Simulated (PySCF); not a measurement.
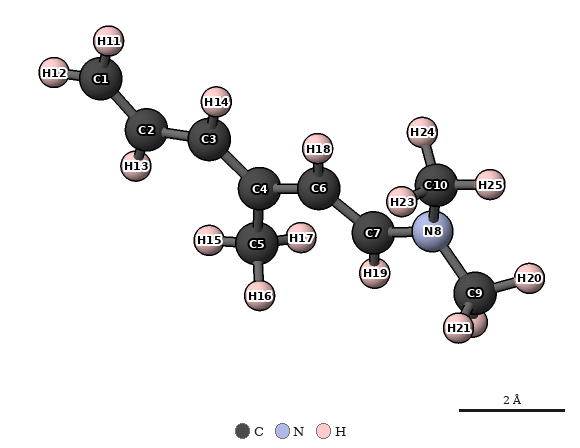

Starting structure of C$_{9}$H$_{15}$N. Style: ball-and-stick. Shown from a free direction.

The start comes from GFN2-xTB.

The calculation used PBE0-D3(BJ)/def2-SVP geometry optimisation, gas phase (PySCF 2.14.0, density-fitted response routines).

```xyz
25

C    -4.3074    1.4120   -1.2178
C    -3.5130    0.6874   -0.4278
C    -2.0834    0.6789   -0.5410
C    -1.1908   -0.0336    0.1879
C    -1.5899   -0.9750    1.2874
C     0.2131    0.1113   -0.1002
C     1.2075   -0.5563    0.5165
N     2.5408   -0.5060    0.2110
C     3.4976   -0.9447    1.1948
C     3.0305    0.4671   -0.7322
H    -3.9092    2.0414   -1.9971
H    -5.3787    1.3989   -1.1136
H    -3.9684    0.0727    0.3369
H    -1.6920    1.3268   -1.3173
H    -2.6622   -0.9734    1.4492
H    -1.1053   -0.6914    2.2210
H    -1.2843   -1.9913    1.0400
H     0.4475    0.8156   -0.8848
H     0.9821   -1.2550    1.3092
H     4.3849   -1.3341    0.6913
H     3.8098   -0.1292    1.8612
H     3.0670   -1.7403    1.8003
H     2.9870    1.4891   -0.3352
H     2.4407    0.4208   -1.6463
H     4.0654    0.2327   -0.9778
```

Question: Predict the outcome.

Answer: The energy falls by 1.65 kcal/mol in 6 geometry steps. The largest force component goes from 0.6 to 0.021 eV/Å. The largest move after the best rigid fit is that of H24, 0.16 Å. Largest moves by element: H 0.16 Å, C 0.08 Å, N 0.05 Å. Some distances before and after: C1–H11 1.078 → 1.095 Å, C2–H13 1.082 → 1.095 Å, C10–H24 1.089 → 1.101 Å, C1–C2 1.334 → 1.346 Å.

The structure at the end:

```xyz
25

C    -4.3583    1.4485   -1.1722
C    -3.5234    0.6970   -0.4313
C    -2.0850    0.7053   -0.5510
C    -1.1834   -0.0295    0.1612
C    -1.5900   -1.0045    1.2283
C     0.2313    0.1311   -0.1134
C     1.2258   -0.5444    0.5204
N     2.5650   -0.4860    0.2483
C     3.5057   -0.9021    1.2535
C     3.0436    0.4059   -0.7693
H    -3.9821    2.1355   -1.9367
H    -5.4408    1.3994   -1.0364
H    -3.9665    0.0309    0.3167
H    -1.6813    1.3875   -1.3088
H    -2.6745   -1.0357    1.3818
H    -1.1247   -0.7456    2.1934
H    -1.2582   -2.0247    0.9746
H     0.4858    0.8522   -0.8944
H     0.9800   -1.2397    1.3285
H     4.4169   -1.3049    0.7837
H     3.8084   -0.0788    1.9317
H     3.0639   -1.6981    1.8699
H     2.9734    1.4728   -0.4761
H     2.4621    0.2730   -1.6945
H     4.0956    0.1788   -0.9923
```

After the run, drawn alike:

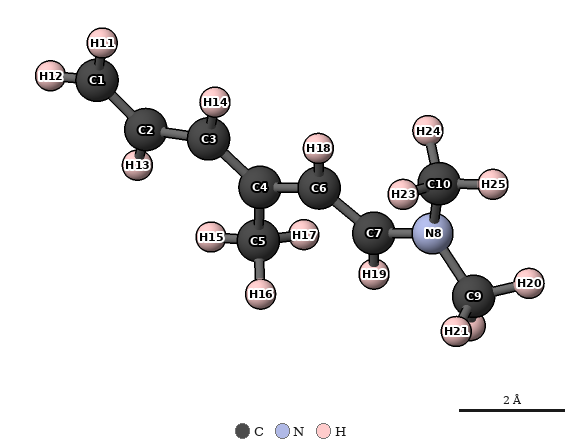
